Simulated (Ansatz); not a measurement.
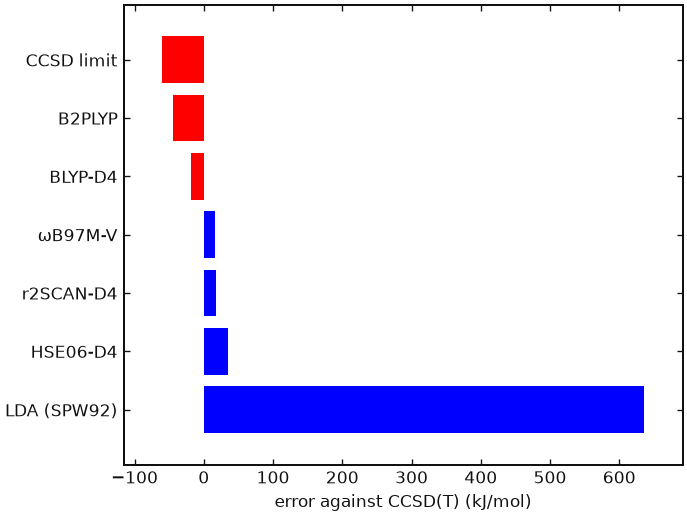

Error in the electronic atomisation energy (method less reference, so positive means overbinding) of C₃H₆ClF, SMILES CC[C@@H](F)Cl: functionals in def2-TZVPP against frozen-core CCSD(T) at the limit (MP2 extrapolated from triple and quadruple zeta, plus CCSD(T) less MP2 in a smaller set), which gives 4171.3 kJ/mol, at a PBE0-D4/def2-TZVP geometry (a minimum by its frequencies), no zero-point or spin-orbit term, the Ansatz code. The reference leaves out core correlation, a term that grows with the number of heavy atoms. B2PLYP holds a correlation term that converges slowly with the basis, so part of the distance to the limit is basis error. No dispersion term is added to B2PLYP. Limit means the basis limit.

### Which of these levels overbind, and which underbind?

Overbind: HSE06-D4 and LDA (SPW92). Underbind: CCSD limit and B2PLYP. Within 25 kJ/mol of zero, too close to call in view of what the reference leaves out: BLYP-D4, ωB97M-V and r2SCAN-D4.

### What range do the values span?

From −60.2 kJ/mol (CCSD limit) to 636.2 kJ/mol (LDA (SPW92)).

Caveats, for all or some of the runs: one conformer of a flexible molecule.
